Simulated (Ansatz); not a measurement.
## Run report: C3H7In, geometry relaxation (part 2 of 2)

The same run, continued: C3H7In; RKS PBE0-D4/def2-TZVP (Ansatz 0.2.0). The geometry: PBE-D4/def2-SVP start.

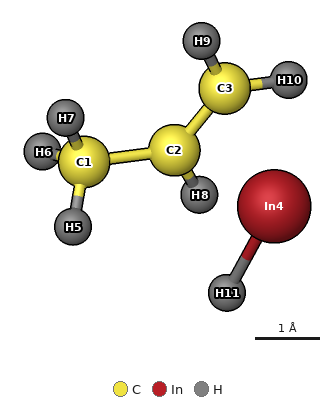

*The geometry at step 7 of the log (ball-and-stick view, seen at a tilt; atoms are numbered from 1 in the order of the input).*

Trajectory as extended XYZ, continued:
```
11
Properties=species:S:1:pos:R:3:forces:R:3 step=2 energy=-8395.39844
C    -0.9871    0.8240    0.4018   -0.0945   0.0782   0.0543
C     0.3343    0.4791   -0.1934    0.1339  -0.0412  -0.0476
C     1.3097   -0.1875    0.4488   -0.0634  -0.0199  -0.0584
In    0.2101   -2.4724   -0.7200    0.0951  -0.2654   0.1208
H    -1.8078    0.5246   -0.2619    0.1331   0.0399   0.0960
H    -1.0654    1.9128    0.5410    0.0012  -0.1702  -0.0229
H    -1.1295    0.3497    1.3805    0.0357   0.0689  -0.1395
H     0.5097    0.8110   -1.2182   -0.0250  -0.0011   0.1863
H     1.1876   -0.5256    1.4782    0.0445   0.0961  -0.1317
H     2.2809   -0.3633   -0.0127   -0.1315   0.0746   0.1035
H    -0.7772   -1.4092   -1.8233   -0.1289   0.1401  -0.1607
11
Properties=species:S:1:pos:R:3:forces:R:3 step=3 energy=-8395.40743
C    -0.9831    0.8344    0.4072   -0.0149  -0.0026   0.0005
C     0.3341    0.4890   -0.1913    0.0366  -0.0345   0.0108
C     1.2992   -0.1923    0.4407    0.0695   0.1100   0.0189
In    0.1936   -2.5470   -0.7326    0.0794  -0.0312   0.0977
H    -1.8003    0.5465   -0.2580   -0.0096  -0.0023   0.0029
H    -1.0564    1.9170    0.5580   -0.0052  -0.0108  -0.0140
H    -1.1257    0.3508    1.3761    0.0049   0.0017  -0.0048
H     0.5190    0.8500   -1.1995   -0.0164  -0.0134   0.0062
H     1.1845   -0.5126    1.4718   -0.0213  -0.0433  -0.0098
H     2.2804   -0.3289   -0.0028   -0.0426  -0.0515  -0.0113
H    -0.7801   -1.4637   -1.8488   -0.0804   0.0778  -0.0970
11
Properties=species:S:1:pos:R:3:forces:R:3 step=4 energy=-8395.41087
C    -0.9825    0.8293    0.4064   -0.0142   0.0118   0.0138
C     0.3379    0.4871   -0.1881    0.0475  -0.0164   0.0120
C     1.3075   -0.1832    0.4497   -0.0063   0.0190  -0.0372
In    0.1913   -2.5261   -0.7287    0.0104  -0.0070   0.0218
H    -1.7982    0.5279   -0.2552    0.0103  -0.0018   0.0070
H    -1.0645    1.9133    0.5444   -0.0041  -0.0197  -0.0104
H    -1.1214    0.3558    1.3810    0.0059   0.0069  -0.0107
H     0.5192    0.8385   -1.2006   -0.0099  -0.0066   0.0183
H     1.1892   -0.5116    1.4783   -0.0027  -0.0034  -0.0134
H     2.2827   -0.3386   -0.0014   -0.0313  -0.0013   0.0148
H    -0.7959   -1.4492   -1.8652   -0.0056   0.0184  -0.0160
11
Properties=species:S:1:pos:R:3:forces:R:3 step=5 energy=-8395.41107
C    -0.9822    0.8286    0.4061    0.0380  -0.0217  -0.0110
C     0.3423    0.4923   -0.1865   -0.0002  -0.0173   0.0182
C     1.3095   -0.1842    0.4480   -0.0064   0.0297  -0.0204
In    0.1800   -2.5247   -0.7217    0.0124  -0.0052   0.0191
H    -1.7930    0.5154   -0.2556   -0.0024  -0.0036   0.0034
H    -1.0755    1.9114    0.5377    0.0030   0.0092  -0.0076
H    -1.1172    0.3585    1.3823   -0.0006  -0.0004   0.0054
H     0.5242    0.8485   -1.1971   -0.0043  -0.0042   0.0139
H     1.1887   -0.5185    1.4744    0.0003  -0.0002  -0.0136
H     2.2853   -0.3380   -0.0021   -0.0335  -0.0047   0.0117
H    -0.7969   -1.4461   -1.8647   -0.0065   0.0185  -0.0191
11
Properties=species:S:1:pos:R:3:forces:R:3 step=6 energy=-8395.41149
C    -0.9820    0.8281    0.4079    0.0385  -0.0234  -0.0108
C     0.3415    0.4906   -0.1855   -0.0264   0.0085   0.0051
C     1.3089   -0.1844    0.4488   -0.0026  -0.0034  -0.0016
In    0.1779   -2.5203   -0.7208   -0.0036   0.0015   0.0011
H    -1.7930    0.5044   -0.2485   -0.0077  -0.0029   0.0018
H    -1.0795    1.9116    0.5280    0.0016   0.0130  -0.0053
H    -1.1120    0.3672    1.3890   -0.0030  -0.0005   0.0091
H     0.5212    0.8435   -1.1972    0.0001   0.0020   0.0015
H     1.1885   -0.5182    1.4751    0.0027   0.0021  -0.0010
H     2.2819   -0.3439   -0.0035   -0.0045   0.0018   0.0043
H    -0.7882   -1.4354   -1.8726    0.0048   0.0014  -0.0041
11
Properties=species:S:1:pos:R:3:forces:R:3 step=7 energy=-8395.41166
C    -0.9815    0.8280    0.4108    0.0355  -0.0288  -0.0119
C     0.3404    0.4893   -0.1847   -0.0215   0.0279   0.0025
C     1.3084   -0.1850    0.4489   -0.0038  -0.0013   0.0094
In    0.1682   -2.5161   -0.7169    0.0007  -0.0153   0.0027
H    -1.7942    0.4980   -0.2403   -0.0131  -0.0040  -0.0032
H    -1.0813    1.9120    0.5227    0.0006   0.0157  -0.0034
H    -1.1072    0.3738    1.3955   -0.0037  -0.0010   0.0129
H     0.5188    0.8420   -1.1965    0.0000   0.0001  -0.0045
H     1.1897   -0.5170    1.4759    0.0012  -0.0005   0.0009
H     2.2809   -0.3445   -0.0039    0.0027  -0.0036  -0.0032
H    -0.7769   -1.4374   -1.8906    0.0014   0.0108  -0.0023
11
Properties=species:S:1:pos:R:3:forces:R:3 step=8 energy=-8395.41188
C    -0.9815    0.8274    0.4142    0.0203  -0.0182  -0.0047
C     0.3388    0.4884   -0.1839   -0.0188   0.0257  -0.0066
C     1.3068   -0.1869    0.4481   -0.0001  -0.0098   0.0203
In    0.1564   -2.5151   -0.7124   -0.0054  -0.0020  -0.0082
H    -1.7959    0.4826   -0.2280   -0.0041   0.0006   0.0025
H    -1.0879    1.9127    0.5096   -0.0020   0.0018  -0.0010
H    -1.0989    0.3866    1.4063   -0.0032   0.0050   0.0010
H     0.5141    0.8387   -1.1970    0.0021   0.0000  -0.0038
H     1.1900   -0.5169    1.4759    0.0009   0.0004   0.0026
H     2.2771   -0.3510   -0.0075    0.0095   0.0009  -0.0059
H    -0.7539   -1.4233   -1.9045    0.0010  -0.0043   0.0039
11
Properties=species:S:1:pos:R:3:forces:R:3 step=9 energy=-8395.41194
C    -0.9809    0.8267    0.4147    0.0151  -0.0097  -0.0038
C     0.3400    0.4895   -0.1827   -0.0176   0.0096  -0.0052
C     1.3075   -0.1867    0.4493    0.0014  -0.0029   0.0130
In    0.1520   -2.5145   -0.7147   -0.0043   0.0005  -0.0067
H    -1.7947    0.4755   -0.2251   -0.0001   0.0022   0.0048
H    -1.0915    1.9122    0.5042   -0.0022  -0.0018  -0.0007
H    -1.0960    0.3909    1.4094   -0.0024   0.0048  -0.0016
H     0.5149    0.8387   -1.1963    0.0033   0.0019  -0.0020
H     1.1906   -0.5161    1.4773   -0.0004  -0.0017   0.0009
H     2.2778   -0.3516   -0.0063    0.0046   0.0012  -0.0039
H    -0.7545   -1.4216   -1.9089    0.0027  -0.0042   0.0052
11
Properties=species:S:1:pos:R:3:forces:R:3 step=10 energy=-8395.41198
C    -0.9802    0.8263    0.4151    0.0021  -0.0028  -0.0038
C     0.3408    0.4900   -0.1821   -0.0016   0.0016   0.0050
C     1.3080   -0.1864    0.4504   -0.0019  -0.0029  -0.0032
In    0.1483   -2.5155   -0.7181    0.0005   0.0034  -0.0015
H    -1.7940    0.4684   -0.2213    0.0020   0.0026   0.0050
H    -1.0950    1.9120    0.4976   -0.0004  -0.0048  -0.0008
H    -1.0927    0.3967    1.4128   -0.0006   0.0023  -0.0033
H     0.5165    0.8405   -1.1952    0.0024  -0.0001   0.0010
H     1.1897   -0.5181    1.4775    0.0006   0.0021   0.0002
H     2.2790   -0.3506   -0.0047   -0.0039   0.0001  -0.0002
H    -0.7552   -1.4201   -1.9111    0.0007  -0.0016   0.0018
11
Properties=species:S:1:pos:R:3:forces:R:3 step=11 energy=-8395.41199
C    -0.9802    0.8263    0.4151    0.0012   0.0014  -0.0018
C     0.3407    0.4900   -0.1819   -0.0016   0.0006   0.0036
C     1.3077   -0.1869    0.4506    0.0010  -0.0004  -0.0026
In    0.1498   -2.5154   -0.7200    0.0010   0.0016   0.0006
H    -1.7941    0.4675   -0.2205    0.0015   0.0013   0.0029
H    -1.0954    1.9120    0.4963   -0.0005  -0.0026  -0.0007
H    -1.0924    0.3981    1.4133   -0.0001   0.0008  -0.0020
H     0.5169    0.8406   -1.1949    0.0007  -0.0022   0.0001
H     1.1898   -0.5172    1.4783   -0.0009  -0.0020  -0.0015
H     2.2784   -0.3519   -0.0047   -0.0025   0.0018   0.0009
H    -0.7561   -1.4200   -1.9108    0.0001  -0.0001   0.0003
```

The run was set up as follows.

The input:
```yaml
crystal:
  periodic: [false, false, false]
  atoms:
    - {symbol: C, position_ang: [-0.993688, 0.838621, 0.404871]}
    - {symbol: C, position_ang: [0.332112, 0.485363, -0.194945]}
    - {symbol: C, position_ang: [1.318011, -0.200059, 0.446688]}
    - {symbol: In, position_ang: [0.233146, -2.534555, -0.714910]}
    - {symbol: H, position_ang: [-1.828769, 0.564614, -0.271513]}
    - {symbol: H, position_ang: [-1.060969, 1.936917, 0.567795]}
    - {symbol: H, position_ang: [-1.153435, 0.344233, 1.384019]}
    - {symbol: H, position_ang: [0.520206, 0.851135, -1.219144]}
    - {symbol: H, position_ang: [1.203652, -0.530682, 1.492755]}
    - {symbol: H, position_ang: [2.311396, -0.344835, -0.007696]}
    - {symbol: H, position_ang: [-0.816462, -1.467552, -1.867121]}
basis:
  gaussian: {orbitals: def2-TZVP}
hamiltonian: {xc: pbe0, dispersion: d4}
relax: {f_tol: 0.005, max_steps: 150}
```

Launched with:
```bash
ansatz run in.yaml --threads 4 --pin off --events-out ev --progress --plain --max-ram 10444MiB
```

Summary:

| quantity | value |
| --- | --- |
| outcome | converged |
| total energy | −8395.4120 eV |
| mean-field energy | −8395.1906 eV |
| dispersion energy | −0.2214 eV |
| SCF solution under orbital rotations | stable |
| largest force (length of the vector) at the end | 0.004 eV/Å |
| dipole moment | 1.54 D |
| hardware | 4 threads of Arm Neoverse V1, 23 GiB of memory available, shared host |
| wall time | 35 s (CPU time 2.2 min) |
| peak memory | 0.48 GiB |
